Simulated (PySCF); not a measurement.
## Electronic structure of C5H6BF3Si in real space

Input file:

```
{"job": {"kind": "nmr", "xc": "PBE0", "basis": "pcSseg-1"}, "charge": 0, "multiplicity": 1}
F      4.104762     0.601837     1.416554
B      3.472035    -0.235853     0.614021
F      4.244766    -1.160822     0.073689
C      1.997331    -0.137578     0.332841
C      0.807853    -0.077256     0.120285
C     -0.584070     0.025440    -0.129679
Si    -1.190350     1.788392    -0.507675
C     -1.250593    -1.166728    -0.795775
C     -1.493139    -0.899217     0.644361
F     -0.950282    -1.742576     1.561395
H     -0.583389     2.200358    -1.771172
H     -2.647699     1.701004    -0.638424
H     -0.806897     2.652005     0.604899
H     -2.052836    -0.986777    -1.495097
H     -0.620992    -2.010181    -1.038593
H     -2.454099    -0.543104     0.996960
```

Command:

```sh
OMP_NUM_THREADS=1 python probes_run.py task.json out
```

Geometry: GFN2-xTB.

The calculation used PBE0/pcSseg-1, SCF density, gas phase, non-relativistic in PySCF.

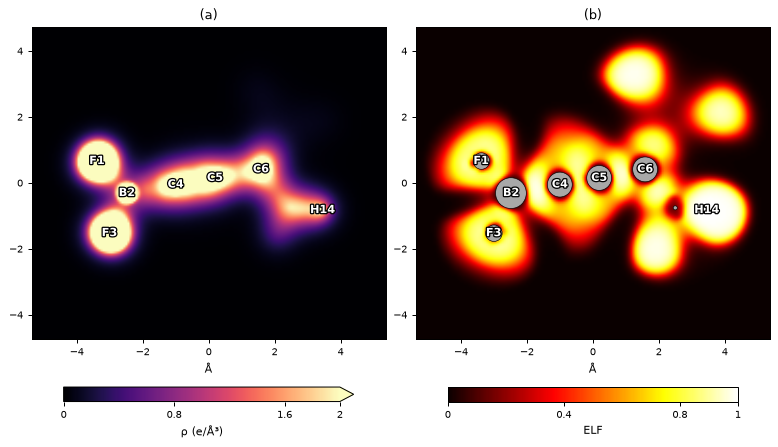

Figure 1. (a) total electron density; (b) electron localisation function on the plane of atoms F3, B2 and C4. Grey discs cover the atomic cores in the ELF map.

What does the map show?

Answer.
- The plane passes through F, B, C and H nuclei.
- C–C (1.21 Å): ρ is about 2.7 e/Å³ halfway; the ELF peaks at about 0.90 between the atoms: a multiple bond.
- B–F (1.32 Å): ρ is about 2.2 e/Å³ halfway; the ELF peaks at about 0.85 between the atoms: a polar covalent bond.
- C–B (1.50 Å): the density is about 1.5 e/Å³ at the midpoint; the ELF peaks at about 1 between the atoms (localised, covalent bonding).
- The ELF also peaks beside F3 and F1, away from the bonds: lone-pair regions.

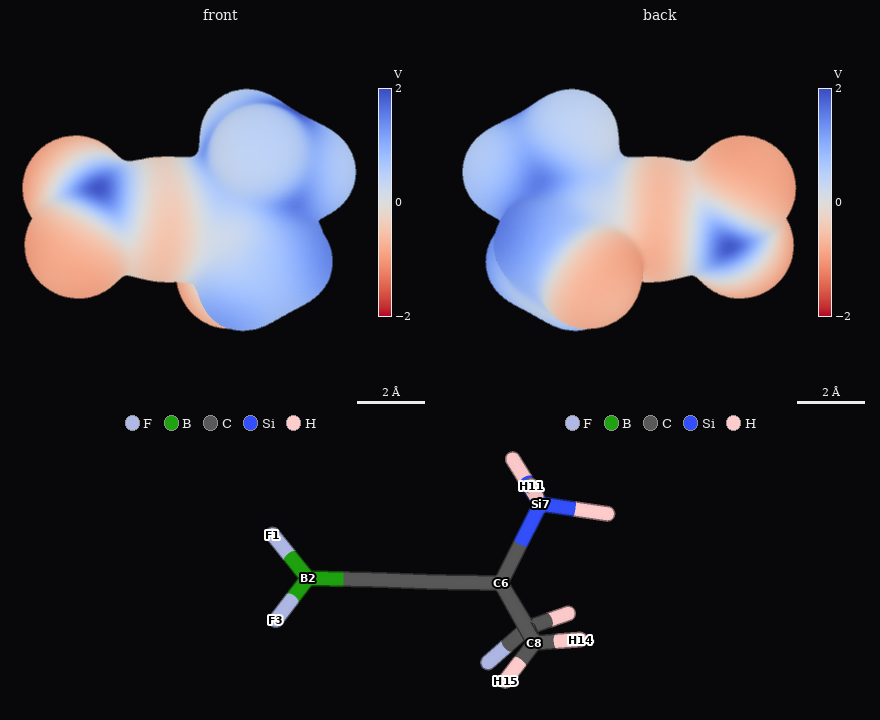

Figure 2. The electrostatic potential painted on the density surface at 0.002 e/bohr³, seen from the front and from behind; the colour scale runs from red (negative) to blue (positive). The bare structure is drawn below in the same view.

Which sites attract a positive test charge, and which a negative one?

Answer. A positive charge is drawn to the negative regions and a negative charge to the positive ones. The most negative region (about −0.9 V) lies over F1, F3 and F10, the most positive (about +1.8 V) over B2 and Si7.
